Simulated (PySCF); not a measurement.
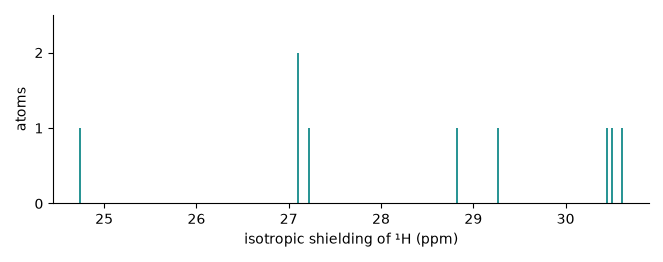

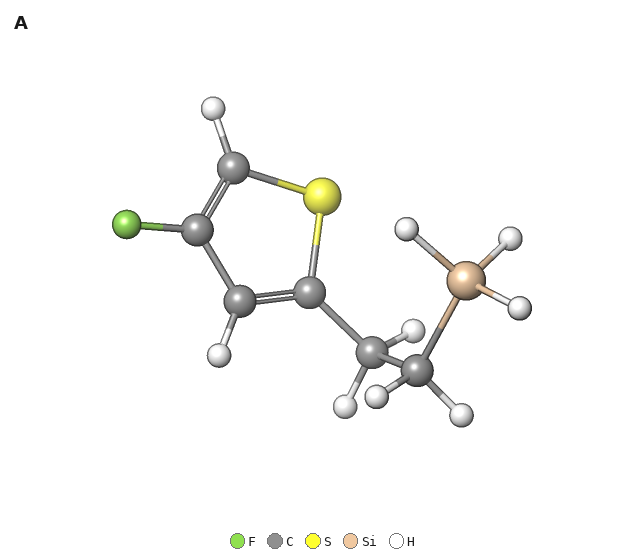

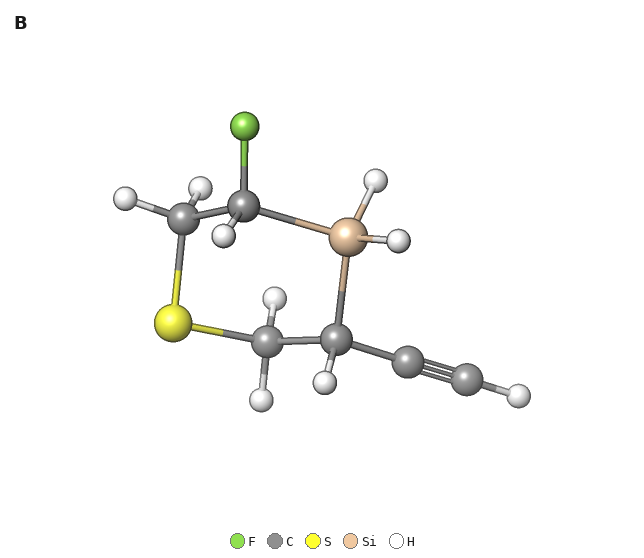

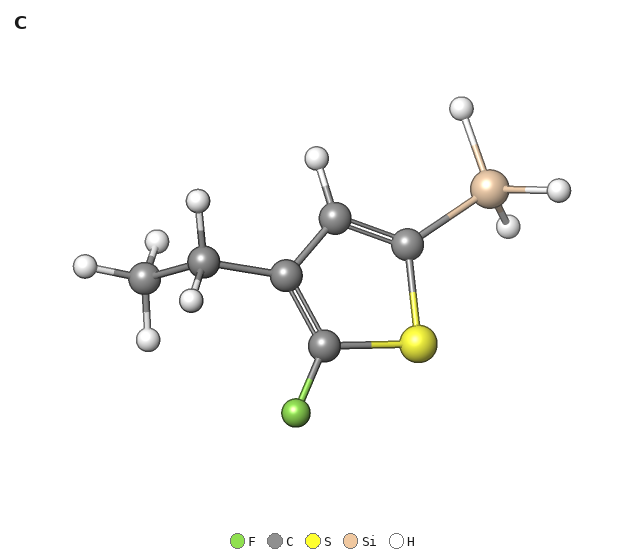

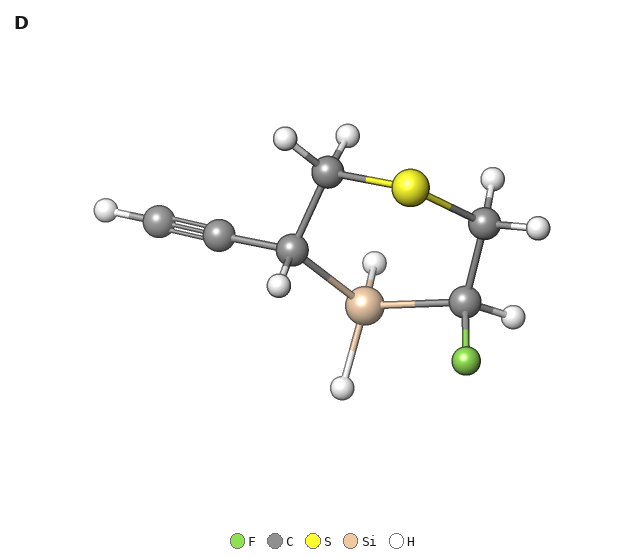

The sticks are computed shieldings of one of the molecules, for one fixed geometry (GFN2-xTB) without averaging over rotations. Low shielding means a high chemical shift. Method: GIAO PBE0/pcSseg-1 NMR shielding, non-relativistic, gas phase (PySCF 2.14.0).

**Which molecule gives this pattern?**

C, `CCc1cc([SiH3])sc1F`. Its 9 H atoms give lines at 24.74, 27.11 (2 atoms), 27.22, 28.82, 29.27, 30.45, 30.50, 30.61 ppm.

The geometry is semi-empirical. Around Si such bond lengths and angles can be off by a tenth of an ångström or more and by several degrees, and values that hang on the shape move with them.
